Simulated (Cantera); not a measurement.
Input: 1 mol CCl₄, 1.3 mol H₂, equilibrated at 0.000800 bar.

Equilibrium computed with Cantera from the NASA thermochemical tables; the gas is ideal and each condensed phase is pure. Candidate condensed phases: C, C₆H₆, C₇H₈, C₈H₁₈; 91 gas species. The tables' values for CCl are old estimates; treat these amounts as uncertain. Rates play no part.

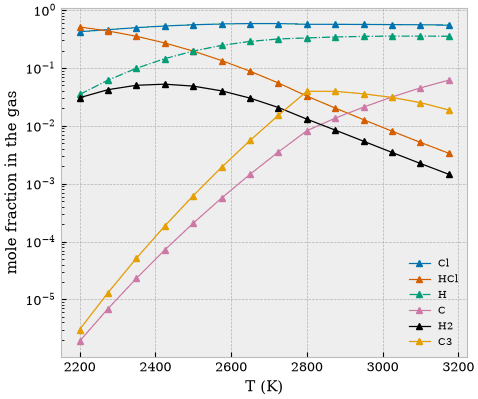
Figure: Equilibrium gas composition (values under 1e-9 drawn at 1e-9)

From 2200 K to 2800 K the condensed part is C(graphite). From 2875 K to 3175 K nothing is condensed. The main C-bearing gas is C₂H₂ (acetylene) at 2200 K and C at 3175 K.
